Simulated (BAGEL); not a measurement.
# [CuH2]− (SMILES [H][Cu-][H]): HF/cc-pVTZ (density fitting with qzvpp-jkfit)

What is the vertical ionisation energy of [CuH2]− at HF/cc-pVTZ (density fitting with qzvpp-jkfit)? 

Program for the calculation: BAGEL 1.2.2.

4 further runs of the same task are left out: 4 that didn't finish. Runs told in other sessions of the task aren't counted.

## (1) The structure to begin with

[CuH2]− has 3 atoms, charge -1, and is taken as a singlet. As SMILES, `[H][Cu-][H]`. Geometry: a GFN2-xTB relaxation, a rough one for these elements and not checked as a minimum.

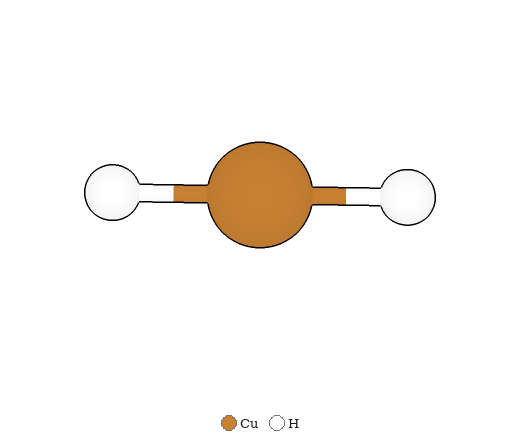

Viewed from a chosen angle; copper orange, hydrogen white.

## (2) The energy at HF/cc-pVTZ (density fitting with qzvpp-jkfit)

input.json

```json
{ "bagel" : [

{
  "title" : "molecule",
  "basis" : "cc-pvtz.json",
  "df_basis" : "qzvpp-jkfit",
  "angstrom" : true,
  "geometry" : [
    { "atom" : "Cu", "xyz" : [       0.000160,       0.000090,       0.000010 ] },
    { "atom" : "H", "xyz" : [      -0.017570,      -0.021680,       1.552660 ] },
    { "atom" : "H", "xyz" : [       0.017410,       0.021590,      -1.552670 ] }
  ]
},

{ "title" : "hf", "charge" : -1 },

{ "title" : "print", "file" : "orbitals.molden", "orbitals" : true }

]}
```

The basis set cc-pVTZ is read from a file made from the Basis Set Exchange's data (not shown).

Run with:

```bash
$ BAGEL_NUM_THREADS=1 BAGEL input.json > input.out
```

What it wrote:

```text
* using 1 threads per process

  ===============================================================
  ===============================================================

  *** Geometry ***

  { "atom" : "Cu", "xyz" : [      0.000302,      0.000170,      0.000019 ] },
  { "atom" : "H", "xyz" : [     -0.033202,     -0.040969,      2.934102 ] },
  { "atom" : "H", "xyz" : [      0.032900,      0.040799,     -2.934121 ] },

  Number of auxiliary basis functions:      300

  Since a DF basis is specified, we compute 2- and 3-index integrals:
    o Being stored without compression. Storage requirement is 0.022 GB

  Number of basis functions:       96
  Number of electrons      :       31

    * METHOD: MOLECULE                             0.14

  *** RHF ***

  === Nuclear Repulsion ===
    19.9346917802

      * DIIS with orbital gradients will be used.

  === RHF iteration (cc-pvtz.json) ===
      0      -1639.36223950          0.05345349           0.03
      1      -1609.92049488          0.19703403           0.02
      2      -1639.71100655          0.03573119           0.02
      3      -1639.96475622          0.02147776           0.02
      4      -1640.09183674          0.00129297           0.02
      5      -1640.09323111          0.00088324           0.02
      6      -1640.09349449          0.00012819           0.02
      7      -1640.09351069          0.00001998           0.02
      8      -1640.09351158          0.00000594           0.02
      9      -1640.09351160          0.00000173           0.02
     10      -1640.09351161          0.00000029           0.02
     11      -1640.09351161          0.00000010           0.02
     12      -1640.09351161          0.00000002           0.02
     13      -1640.09351161          0.00000001           0.02
    * SCF iteration converged.

    * Permanent dipole moment:
           (   -0.000431,    -0.000243,    -0.000031) a.u.

    * METHOD: HF                                   0.56

    * METHOD: PRINT                                0.02

  ===============================================================
```

Run time: 0.86 s. Hardware: 1 thread of Arm Neoverse V1, shared host.

## (3) Doublet neutral CuH2, same level

input.json, as its differences from that of step 2:

```diff
@@ -14,3 +14,3 @@
 
-{ "title" : "hf", "charge" : -1 },
+{ "title" : "uhf", "nopen" : 1 },
```

The basis set cc-pVTZ is read from a file made from the Basis Set Exchange's data (not shown).

Run with:

```bash
$ BAGEL_NUM_THREADS=1 BAGEL input.json > input.out
```

What it wrote:

```text
* using 1 threads per process

  ===============================================================
  ===============================================================

  *** Geometry ***

  { "atom" : "Cu", "xyz" : [      0.000302,      0.000170,      0.000019 ] },
  { "atom" : "H", "xyz" : [     -0.033202,     -0.040969,      2.934102 ] },
  { "atom" : "H", "xyz" : [      0.032900,      0.040799,     -2.934121 ] },

  Number of auxiliary basis functions:      300

  Since a DF basis is specified, we compute 2- and 3-index integrals:
    o Being stored without compression. Storage requirement is 0.022 GB

  Number of basis functions:       96
  Number of electrons      :       31

    * METHOD: MOLECULE                             0.15

  *** Open-shell HF ***

  === Nuclear Repulsion ===
    19.9346917802

      * DIIS with orbital gradients will be used.

  === UHF iteration (cc-pvtz.json) ===
      0      -1639.33079039          0.10150421           0.05
      1      -1627.46160579          0.38671438           0.05
      2      -1626.48951596          0.40997565           0.05
      3      -1639.34400582          0.08820181           0.05
      4      -1639.89505946          0.03992523           0.05
      5      -1639.98729284          0.01536762           0.05
      6      -1640.00478292          0.00197033           0.05
      7      -1640.00507679          0.00026145           0.05
      8      -1640.00514076          0.00007886           0.05
      9      -1640.00516220          0.00002322           0.05
     10      -1640.00516451          0.00000852           0.05
     11      -1640.00516490          0.00000361           0.05
     12      -1640.00516501          0.00000204           0.05
     13      -1640.00516502          0.00000061           0.05
     14      -1640.00516502          0.00000018           0.05
     15      -1640.00516502          0.00000015           0.05
     16      -1640.00516502          0.00000015           0.05
     17      -1640.00516502          0.00000014           0.05
     18      -1640.00516502          0.00000008           0.05
     19      -1640.00516502          0.00000004           0.05
     20      -1640.00516502          0.00000001           0.05
     21      -1640.00516502          0.00000001           0.05
    * SCF iteration converged.

    * S^2 (UHF) is 0.8608

    * Permanent dipole moment:
           (   -0.000249,    -0.000140,    -0.000030) a.u.

    * METHOD: UHF                                  1.29

    * METHOD: PRINT                                0.02

  ===============================================================
```

It took 1.6 s on 1 thread of Arm Neoverse V1, shared host.

## (4) What came out

Level: HF/cc-pVTZ (density fitting with qzvpp-jkfit).

| quantity | value |
| --- | --- |
| singlet [CuH2]−: total energy | -1640.09351 Eh |
| singlet [CuH2]−: HOMO energy | -3.52 eV |
| singlet [CuH2]−: LUMO energy | 6.49 eV |
| singlet [CuH2]−: HOMO–LUMO gap (to an unbound level, set by the basis) | 10.01 eV |
| doublet neutral CuH2: total energy | -1640.00517 Eh |
| doublet neutral CuH2: dipole moment | 0.00 D |
| doublet neutral CuH2: ⟨S²⟩ | 0.861 |
| vertical detachment energy (to the doublet neutral) | 2.404 eV |

**Reading.** Removing an electron at fixed nuclei costs 2.40 eV (55 kcal/mol). −ε(HOMO) before ionisation, 3.52 eV, is 1.12 eV above this ionisation energy. ⟨S²⟩ (doublet neutral CuH2) is 0.86 where a pure doublet has 0.75: the reference is spin-contaminated.
